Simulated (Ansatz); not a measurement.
**GeH4Se···H2: density, localisation and related maps**

```xyz
8

Ge   -0.7867    0.7856    0.3361
H     0.6831   -2.0250   -2.0931
H    -2.0770   -0.0402    0.3953
H    -0.9976    2.1628    0.9816
H    -0.3144    0.9497   -1.1151
H     0.8379   -1.8570   -1.3811
Se    0.7855   -0.4659    1.5696
H     1.8691    0.4900    1.3067
```

The product side of a reaction path; geometry: PBE0-D4/def2-TZVP.

The calculation used RKS PBE0-D4/def2-TZVPP in Ansatz 0.2.0.

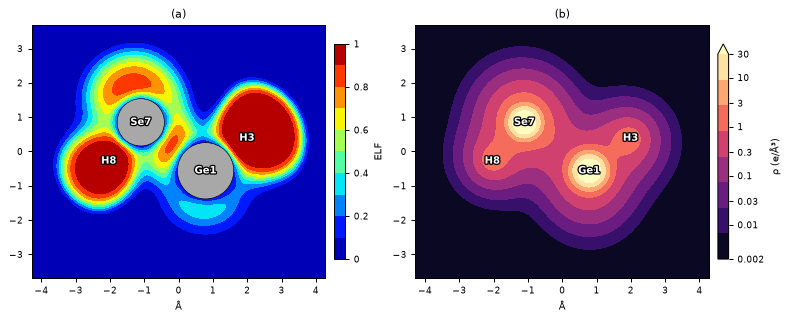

Figure 1. (a) electron localisation function; (b) total electron density on the plane of atoms H3, Ge1 and Se7. Grey discs cover the atomic cores in the ELF map.

> Describe what can be read from this map.

Atoms in the plane: Ge, H and Se.
Ge–Se (2.36 Å): ρ at the midpoint is about 0.65 e/Å³; the ELF peaks at about 0.85 in the valence shell of Se, 1.1 Å from its nucleus, and is about 0.80 at the midpoint.
Se–H (1.47 Å): the density is about 1.4 e/Å³ at the midpoint; the ELF climbs to about 1 towards the hydrogen, as it does in any bond to H.
Ge–H (1.53 Å): ρ is about 1.1 e/Å³ halfway; the ELF climbs to about 1 towards the hydrogen.
The ELF also peaks beside Se7, away from the bonds: lone-pair regions.

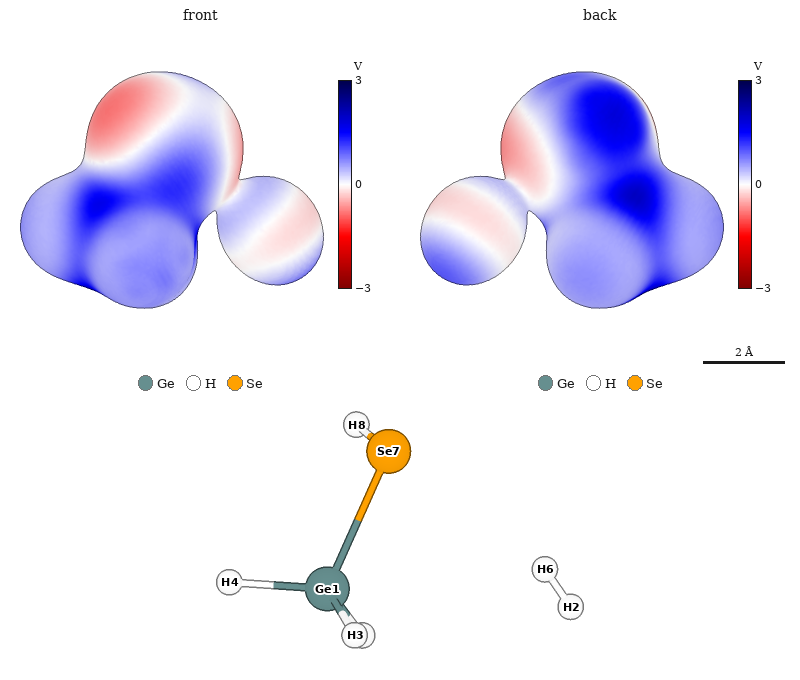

Figure 2. The electrostatic potential painted on the density surface at 0.004 e/bohr³, seen from the front and from behind; red is negative and blue positive. The bare structure is drawn below in the same view.

> Describe the electrostatic potential map.

The most negative region (about −0.8 V) lies over Se7, the most positive (about +2.1 V) over Ge1.

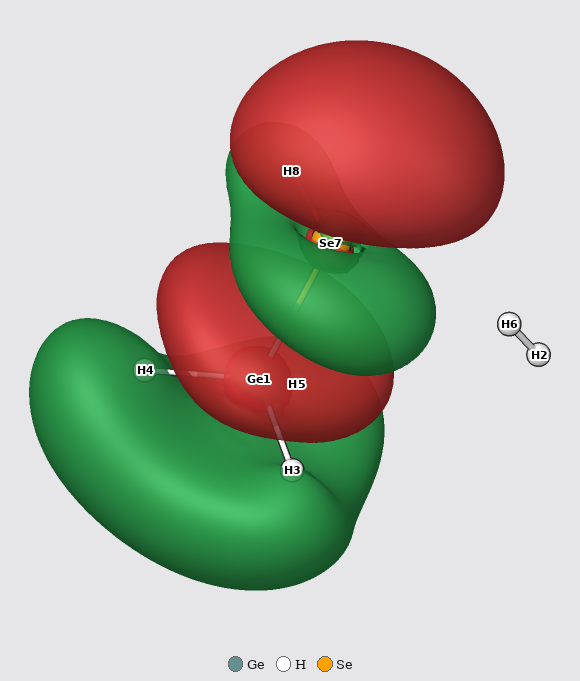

Figure 3. One frontier orbital at ±0.05 Å⁻³ᐟ² (green and red are the two phases), seen at a tilt.

> Which orbital is it: HOMO or LUMO?

The LUMO, at −0.35 eV. By Hirshfeld shares it lies mainly on Se7 (about 40 %), Ge1 (about 40 %), H5 (about 5 %) and H4 (about 5 %).

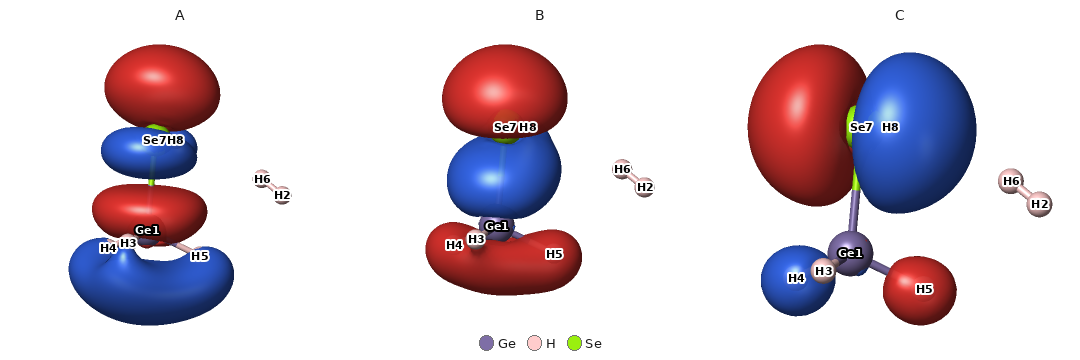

Figure 4. Three frontier orbitals at ±0.08 Å⁻³ᐟ² (blue and red are the two phases), in no order.

> Which picture is the HOMO−1, the HOMO and the LUMO?

B is the HOMO−1 (−8.87 eV). It lies mainly on Se7 (about 65 %) and Ge1 (about 25 %). C is the HOMO (−7.00 eV). It lies mainly on Se7 (about 85 %) and Ge1 (about 5 %); largely a lone pair of Se7. A is the LUMO (−0.35 eV). By Hirshfeld shares it lies mainly on Se7 (about 40 %), Ge1 (about 40 %), H5 (about 5 %) and H4 (about 5 %).

> What is the HOMO–LUMO gap?

6.65 eV between the orbital energies.
